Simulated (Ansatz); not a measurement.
**C2HAlB (SMILES [BH-]1=[C]2[Al+][C-]12) (charge −1): density, localisation and related maps**

```xyz
5

C    -1.5323   -0.4244   -3.2404
C    -1.3728   -0.3123   -1.7988
Al   -3.1187    0.4658   -2.4001
B    -0.3080   -0.9432   -2.6015
H     0.7639   -1.4810   -2.6783
```

Geometry: B3LYP-D3(BJ)/def2-SVPD.

Level of theory: Ansatz, isolated molecule in a Gaussian basis; Kohn-Sham density functional theory, functional PBE0.

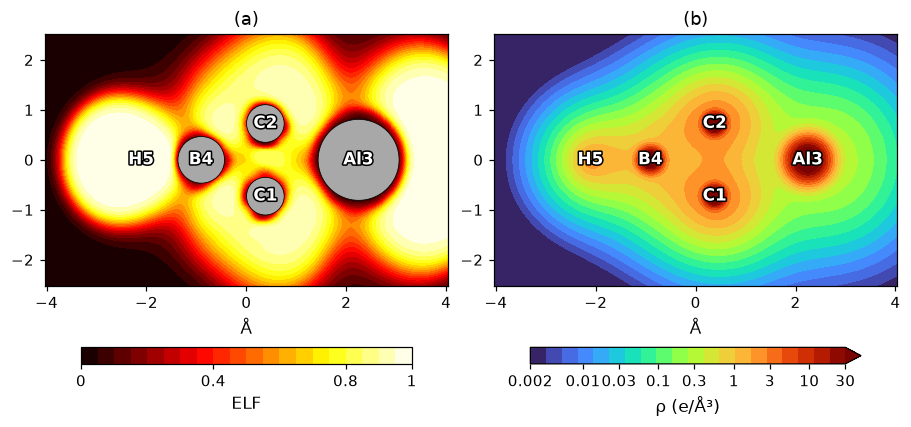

Figure 1. (a) ELF; (b) electron density on the molecular plane. Grey discs cover the atomic cores in the ELF map.

**What do the fields say about this system?**

- The plane passes through C, Al, B and H nuclei.
- C–C (1.45 Å): the density is about 1.8 e/Å³ at the midpoint; the ELF peaks at about 0.85 between the atoms, as expected for a covalent bond.
- C–B (1.48 Å): ρ at the midpoint is about 1.5 e/Å³; the ELF peaks at about 0.85 between the atoms: localised, covalent bonding.
- C–Al (2.00 Å): ρ is about 0.56 e/Å³ halfway; the ELF peaks at about 0.85 in the valence shell of C, 0.7 Å from its nucleus, and is about 0.60 at the midpoint.
- B–H (1.20 Å): ρ at the midpoint is about 1.2 e/Å³; the ELF climbs to about 1 towards the hydrogen, as it does in any bond to H (a covalent bond by its length).

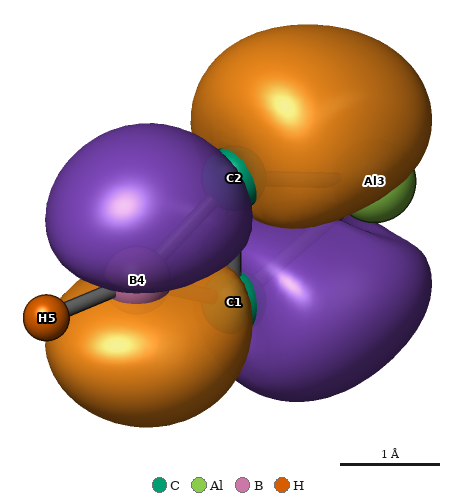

Figure 2. The HOMO−1 at ±0.1 Å⁻³ᐟ² (orange and purple are the two phases), seen at an oblique angle.

**Describe this orbital and give its energy.**

By Hirshfeld shares it lies mainly on C1 (about 25 %), C2 (about 25 %), B4 (about 20 %) and Al3 (about 20 %); it is symmetric in the molecular plane (an in-plane orbital: σ, lone-pair or in-plane π type). Its energy is −1.26 eV.
